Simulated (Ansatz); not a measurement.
CH5Ge: several calculations on one system

## 1. Relaxation

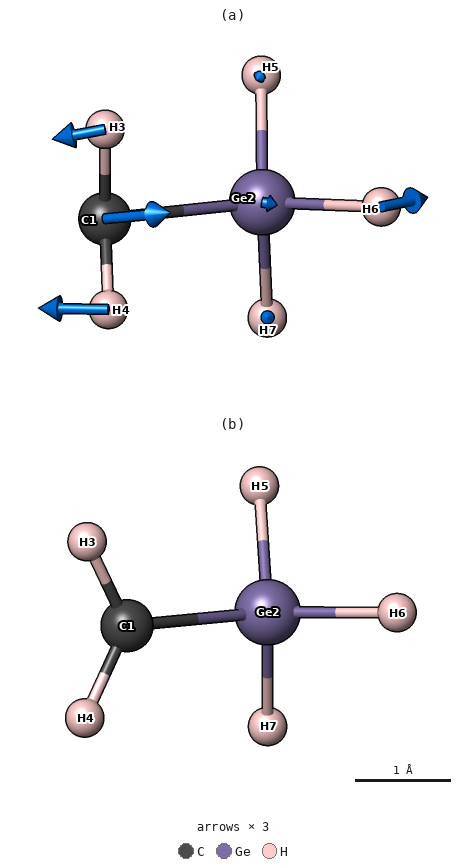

The structure of CH5Ge (multiplicity 2) (coarse preliminary run) before (top) and after (bottom) a relaxation, at one scale. The blue arrows give the displacements, magnified 3 times.

A ball-and-stick model, seen from a free direction.

All numbers below come from UKS PBE-D4/def2-SVP (Ansatz 0.2.0).

The input:
```yaml
crystal:
  periodic: [false, false, false]
  atoms:
    - {symbol: C, position_ang: [-0.087800, -1.273600, -0.117900]}
    - {symbol: Ge, position_ang: [0.181500, 0.686200, -0.135700]}
    - {symbol: H, position_ang: [-1.261800, -1.418000, -0.145100]}
    - {symbol: H, position_ang: [0.390200, -1.665400, 0.775400]}
    - {symbol: H, position_ang: [-0.445800, 1.307500, -1.421500]}
    - {symbol: H, position_ang: [-0.453900, 1.337100, 1.126600]}
    - {symbol: H, position_ang: [1.738900, 0.958200, -0.127400]}
basis:
  gaussian: {orbitals: def2-SVP}
magnetization: {spin_polarized: true, initial_magnetization: 1}
hamiltonian: {xc: pbe, dispersion: d4}
relax: {f_tol: 0.03, max_steps: 250}
```

What changed between the two?

C1 moves most after the best rigid fit: 0.29 Å. By element the largest moves are C 0.29 Å, H 0.26 Å, Ge 0.06 Å. Near-neighbour distances that change, for instance: C1–H3 1.183 → 1.103 Å, C1–Ge2 1.978 → 1.930 Å, Ge2–H7 1.581 → 1.552 Å, C1–H4 1.086 → 1.102 Å. Bond angles that change, for instance: Ge2–C1–H3 104.8° → 121.8°, Ge2–C1–H4 107.7° → 122.0°, C1–Ge2–H7 107.7° → 110.3°. The optimiser took 4 steps. The run took about 11 core-seconds on a shared host.

## 2. Relaxation

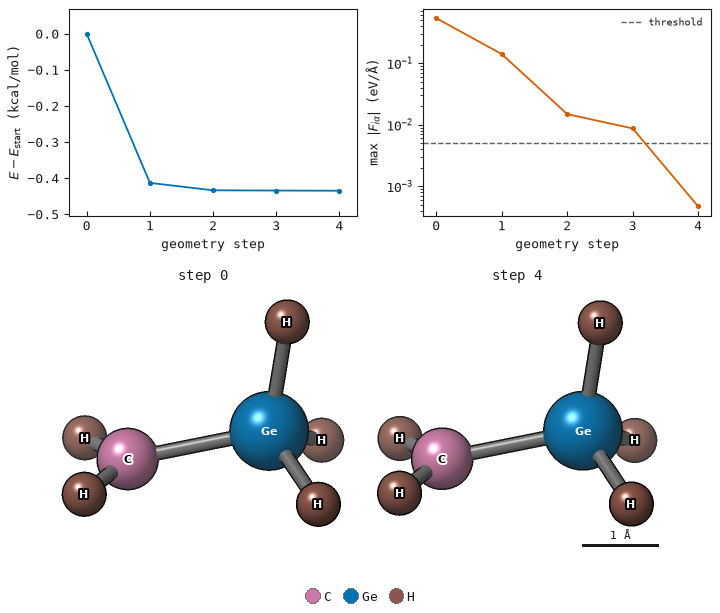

First and last geometry of a relaxation of CH$_{5}$Ge (multiplicity 2), with the history of the run. The picture is a ball-and-stick view, seen from a free direction.

Theory: UKS PBE0-D4/def2-TZVP in Ansatz.

The input:
```yaml
crystal:
  periodic: [false, false, false]
  atoms:
    - {symbol: C, position_ang: [-0.236209, -1.148592, 0.108472]}
    - {symbol: Ge, position_ang: [0.177084, 0.725377, -0.095145]}
    - {symbol: H, position_ang: [-1.194285, -1.572946, -0.234465]}
    - {symbol: H, position_ang: [0.451804, -1.847563, 0.611810]}
    - {symbol: H, position_ang: [-0.437923, 1.273688, -1.411722]}
    - {symbol: H, position_ang: [-0.413566, 1.562165, 1.079935]}
    - {symbol: H, position_ang: [1.714395, 0.939871, -0.104486]}
basis:
  gaussian: {orbitals: def2-TZVP}
magnetization: {spin_polarized: true, initial_magnetization: 1}
hamiltonian: {xc: pbe0, dispersion: d4}
relax: {f_tol: 0.005, max_steps: 200}
```

What do the curves and the structures tell?

It converged. H4 moves most after the best rigid fit: 0.025 Å. Largest moves by element: H 0.025 Å, C 0.009 Å, Ge 0.003 Å. Among the contacts that change: C1–H3 1.103 → 1.084 Å, Ge2–H6 1.559 → 1.543 Å, Ge2–H5 1.553 → 1.538 Å, C1–Ge2 1.930 → 1.920 Å. The energy falls by 0.43 kcal/mol in 4 geometry steps. Largest force component: 0.54 eV/Å at the start, 0.00047 eV/Å at the end. The run took about 24 core-seconds on a shared host.

| step | E − E(0), kcal/mol | largest force component, eV/Å |
| --- | --- | --- |
| 0 | 0.00 | 0.5405 |
| 1 | -0.41 | 0.1408 |
| 2 | -0.43 | 0.0149 |
| 3 | -0.43 | 0.0087 |
| 4 | -0.43 | 0.0005 |

## 3. Distortion

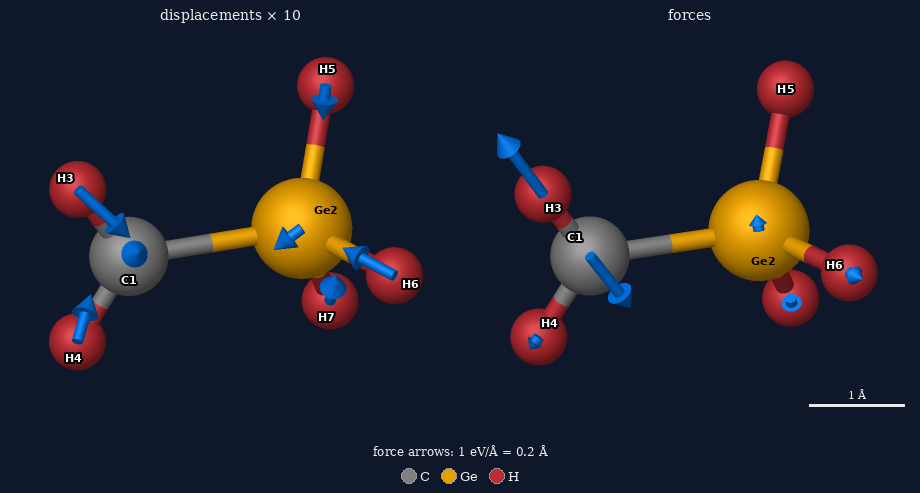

Left: CH₅Ge (multiplicity 2), with blue arrows for the displacements applied to it. Right: the displaced structure with the computed forces. A ball-and-stick model, seen at a tilt.

Computed with Ansatz, UKS PBE-D4/def2-TZVPP. 

Question: Where do the forces point?

Answer: All atoms are moved at random (σ = 0.04 Å) from the PBE0-D4/def2-TZVP minimum. The energy rises by 0.335 eV. The largest force is 4.9 eV/Å, on H3. The forces point partly back along the displacements (cosine −0.65). At other levels of theory the same distortion costs 0.278 eV (UKS r2SCAN-D4/def2-TZVPP), 0.290 eV (UKS PBE0-D4/def2-TZVPP), 0.266 eV (UKS wB97M-V/def2-TZVPP), 0.280 eV (UHF-CCSD(T), frozen core/def2-TZVPP). Among the bonded contacts that change: C1–H3 1.084 → 0.983 Å, Ge2–H7 1.537 → 1.483 Å, Ge2–H6 1.543 → 1.494 Å, C1–Ge2 1.920 → 1.892 Å. Bond angles that change, for instance: C1–Ge2–H7 110.0° → 113.9°, Ge2–C1–H4 122.0° → 119.1°.

## 4. Distortion

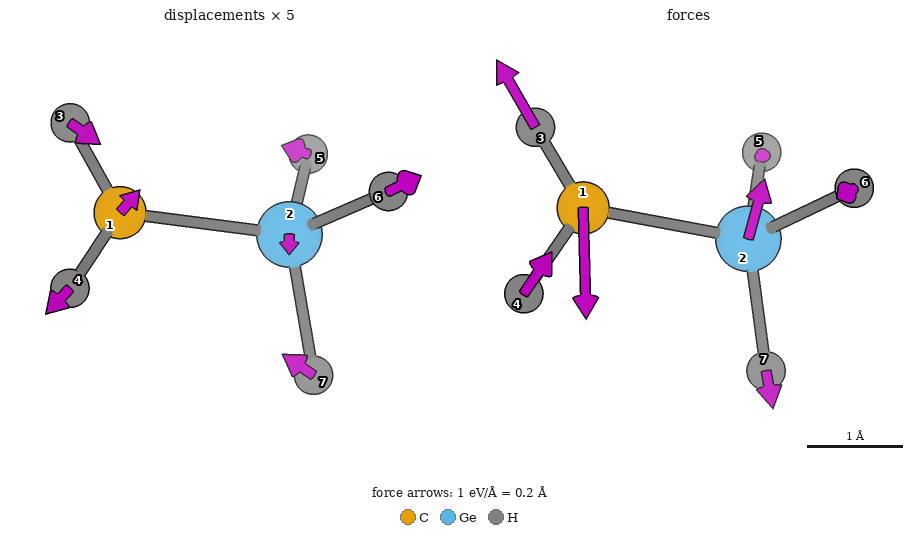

Left: CH5Ge (multiplicity 2), with purple arrows for the displacements applied to it. Right: the displaced structure with the computed forces. The picture is a ball-and-stick view, seen at a tilt.

Computed with UKS PBE0-D4/def2-TZVPP in Ansatz 0.2.0. 

**How do the forces relate to the distortion?**

All atoms are moved at random (σ = 0.09 Å) from the PBE0-D4/def2-TZVP minimum. Energy change: +61.3 kJ/mol. The largest force is 6.2 eV/Å, on C1. The forces point partly back along the displacements (cosine −0.65). At other levels of theory the same distortion costs 58.6 kJ/mol (UKS PBE-D4/def2-TZVPP), 60.8 kJ/mol (UKS r2SCAN-D4/def2-TZVPP), 61.8 kJ/mol (UKS wB97M-V/def2-TZVPP), 61.7 kJ/mol (UHF-CCSD(T), frozen core/def2-TZVPP). Near-neighbour distances before and after: Ge2–H6 1.543 → 1.672 Å, C1–H4 1.084 → 1.201 Å, Ge2–H7 1.537 → 1.433 Å, C1–H3 1.084 → 0.992 Å. Bond angles that change, for instance: C1–Ge2–H5 110.1° → 106.3°, C1–Ge2–H6 110.8° → 108.1°.
